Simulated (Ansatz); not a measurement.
## Electronic structure of GaH₇NP in real space

Input file:

```
crystal:
  periodic: [false, false, false]
  atoms:
    - {symbol: Ga, position_ang: [-0.921458, -0.600131, 0.612070]}
    - {symbol: N, position_ang: [0.102237, 1.056809, 0.947018]}
    - {symbol: H, position_ang: [-2.375466, -0.308242, 0.110527]}
    - {symbol: H, position_ang: [-0.469100, -1.775574, 1.542087]}
    - {symbol: H, position_ang: [0.812938, 0.710069, -0.353914]}
    - {symbol: P, position_ang: [0.609036, -0.524053, -1.347232]}
    - {symbol: H, position_ang: [0.683015, 1.061048, 1.777621]}
    - {symbol: H, position_ang: [-0.431089, 1.918622, 0.940545]}
    - {symbol: H, position_ang: [1.736059, -1.340872, -1.558373]}
    - {symbol: H, position_ang: [0.253829, -0.197576, -2.670349]}
basis:
  gaussian: {orbitals: def2-TZVPP}
hamiltonian: {xc: pbe0, dispersion: d4}
output: {orbitals: {seedname: orbitals}}
```

Run with:

```sh
ansatz run in.yaml --threads 4 --pin off --events-out ev --progress --plain --max-ram 9574MiB
```

A transition-state structure; geometry: PBE0-D4/def2-TZVP.

These are results of RKS PBE0-D4/def2-TZVPP in Ansatz 0.2.0, not measurements.

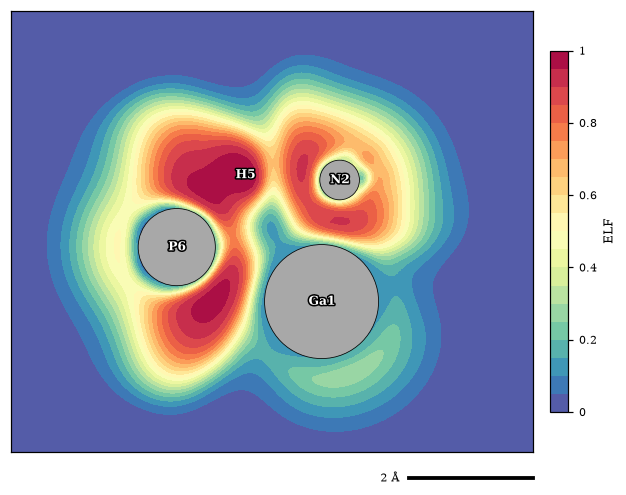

Figure 1. ELF on the plane of atoms N2, Ga1 and P6. Grey discs cover the atomic cores.

### What does the map show?

The plane passes through Ga, N, H and P nuclei.
Ga–N (1.98 Å): the ELF peaks at about 0.90 in the valence shell of N, 0.7 Å from its nucleus, and is about 0.35 at the midpoint.
Ga–P (2.49 Å): the ELF peaks at about 0.90 between the atoms (localised, covalent bonding).

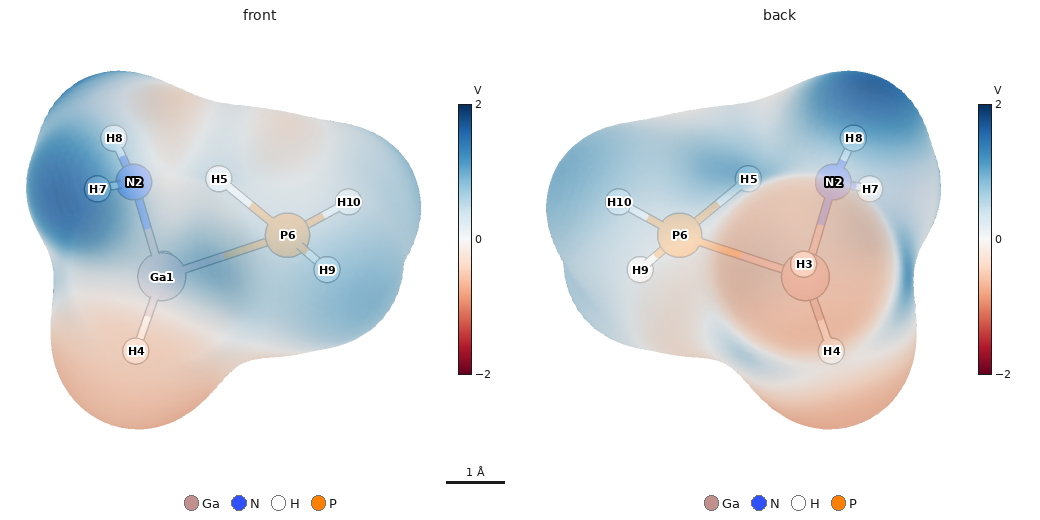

Figure 2. The electrostatic potential painted on the density surface at 0.002 e/bohr³, seen from the front and from behind; red is negative and blue positive.

### Describe the electrostatic potential map.

The most negative region (about −0.6 V) lies over H3 and H4, the most positive (about +1.6 V) over H7 and H8.

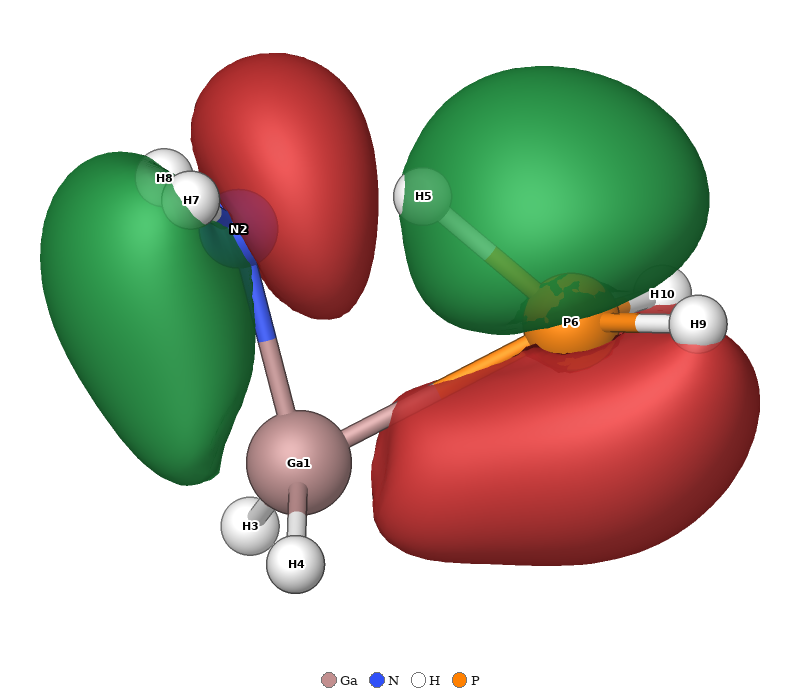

Figure 3. The HOMO at ±0.08 Å⁻³ᐟ² (green and red are the two phases), seen across its widest extent.

### Describe this orbital and give its energy.

It lies mainly on P6 (about 45 %), N2 (about 30 %), Ga1 (about 10 %) and H5 (about 5 %); largely a combination of lone pairs on P6 and N2. Its energy is −6.79 eV.
